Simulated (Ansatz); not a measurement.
## Electronic structure of ClGeH₃O···H₂ in real space

Input file:

```
crystal:
  periodic: [false, false, false]
  atoms:
    - { symbol: Ge, position_ang: [0.486704, 0.250318, -0.196555] }
    - { symbol: H, position_ang: [-0.907092, 0.251959, 2.184724] }
    - { symbol: Cl, position_ang: [1.74443, 0.209999, -1.966815] }
    - { symbol: H, position_ang: [-0.800896, 0.955687, -0.57417] }
    - { symbol: H, position_ang: [0.328534, -1.184642, 0.264612] }
    - { symbol: O, position_ang: [1.361999, 1.209305, 0.997538] }
    - { symbol: H, position_ang: [2.253694, 1.438457, 0.777947] }
    - { symbol: H, position_ang: [-0.336574, 0.657716, 2.31152] }
basis:
  gaussian: { orbitals: def2-SVP }
hamiltonian:
  xc: hf
relax:
  f_tol: 0.03
  max_steps: 50
output:
  orbitals: {}
```

Launched as:

```sh
ansatz run input.yaml --threads 1 --pin off --max-ram 2048MiB --backend cpu --events-out ev --progress --plain --runs-dir out
```

The fields are those of the run's last geometry, not of the input's.

All numbers below come from RHF/def2-SVP (Ansatz 0.2.0).

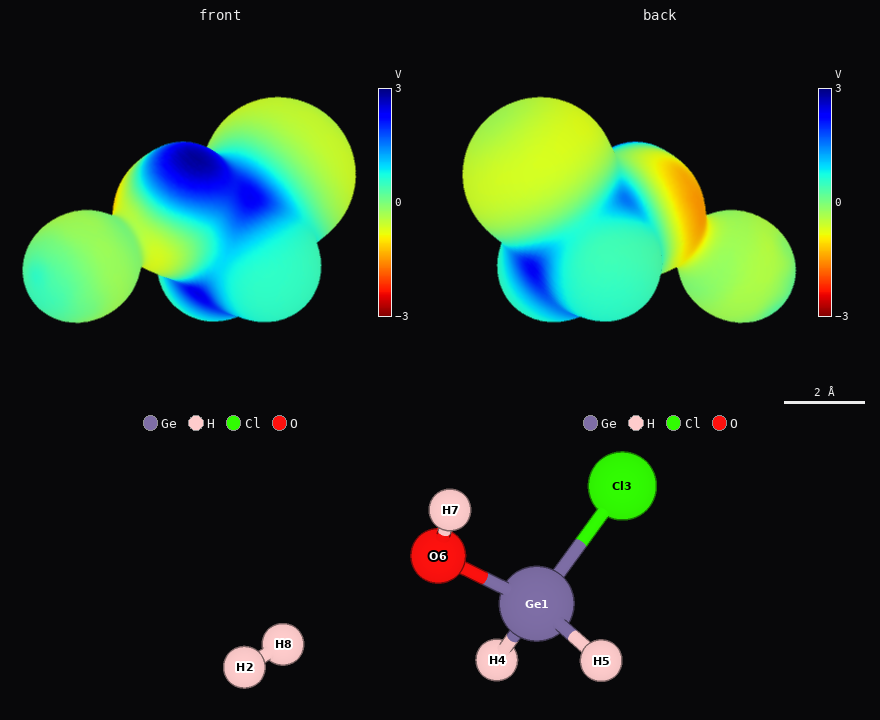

Figure 1. The electrostatic potential painted on the density surface at 0.002 e/bohr³, seen from the front and from behind; the colour scale runs from red (negative) to blue (positive). The bare structure is drawn below in the same view.

Where is the surface potential most negative and most positive?

Answer. The most negative region (about −1.5 V, or −35 kcal/mol for a unit charge) lies over O6, the most positive (about +2.8 V, or +65 kcal/mol for a unit charge) over H7. O6 is the likeliest acceptor of a hydrogen bond.

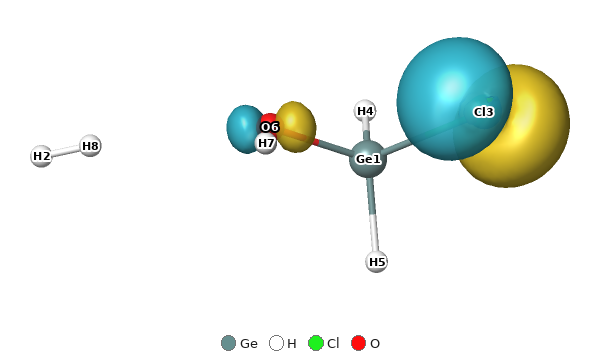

Figure 2. The HOMO−1 at ±0.2 Å⁻³ᐟ² (yellow and cyan are the two phases), seen from one side.

What is the character of this orbital?

Answer. Its weight (Hirshfeld) is mainly on Cl3 (about 85 %) and O6 (about 5 %); largely a lone pair of Cl3. Its energy is −12.42 eV.

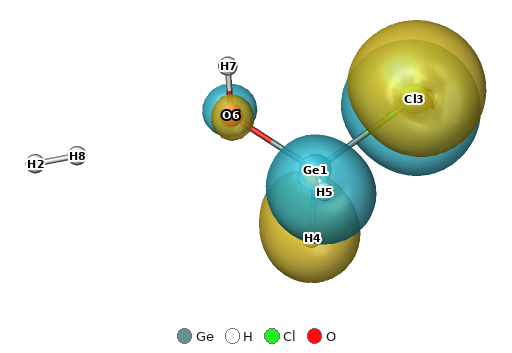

Figure 3. The HOMO at ±0.1 Å⁻³ᐟ² (yellow and cyan are the two phases), seen across its widest extent.

What is the character of this orbital?

Answer. It lies mainly on Cl3 (about 65 %), Ge1 (about 15 %), H5 (about 10 %) and H4 (about 5 %); largely a lone pair of Cl3. Its energy is −12.09 eV.
